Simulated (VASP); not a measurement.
Band structure of KTaO₃ (cubic perovskite). Computed with AM05 GGA, VASP's PBE PAW potentials (set 64) (plane waves; VASP).

Unless said otherwise, spin-orbit coupling is left out, though it shifts the bands of the heavy elements here.

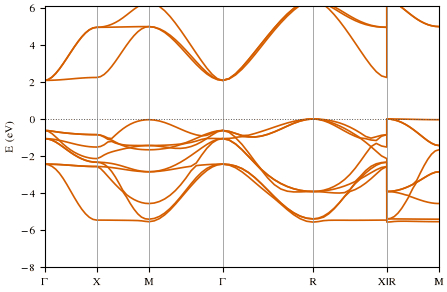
Fig. 1. Bands along high-symmetry lines, zero at the valence-band maximum or, without a gap, the Fermi level

Read the plot: is there a gap, and where are the band edges?

The gap is indirect, 2.08 eV, from the valence maximum at R to the conduction minimum at Γ. (Edges off the drawn lines would not show.)

Measured: gap 3.64 eV (computed value off by -1.56 eV), as given by Burak Himmetoglu et al., Journal of Physics Condensed Matter (2016), arXiv:1601.06205.

The compound is KTaO3 in the cubic perovskite structure. It was relaxed first.
